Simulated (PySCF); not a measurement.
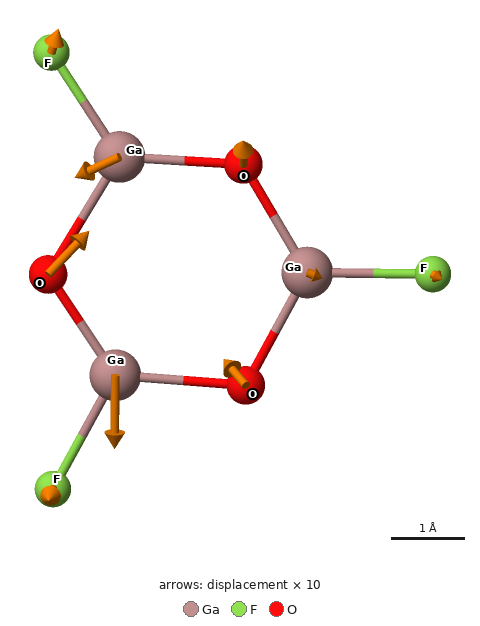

This is a relaxation of Ga₃O₃F₃. The starting structure is drawn; orange arrows show the displacements, 10 times their true length. The two geometries are superimposed by the best rigid fit.

Style: ball-and-stick. Shown face on.

The start comes from GFN2-xTB. Its atoms were then displaced at random by about 0.03 Å.

Level of theory: PBE0-D3(BJ)/def2-SVP geometry optimisation, gas phase (PySCF). 

What happened in the run?

Answer. The energy falls by 0.585 eV in 11 geometry steps. The largest move after the best rigid fit is that of a Ga atom, 0.11 Å. Largest moves by element: Ga 0.11 Å, O 0.09 Å, F 0.06 Å. Some distances before and after: Ga–O 1.914 → 1.777 Å, Ga–O 1.669 → 1.777 Å, F–Ga 1.818 → 1.733 Å, Ga–O 1.712 → 1.778 Å. Bond angles that change, for instance: O–Ga–O 127.5° → 118.7°, Ga–O–Ga 115.1° → 121.3°, F–Ga–O 115.0° → 120.7°.
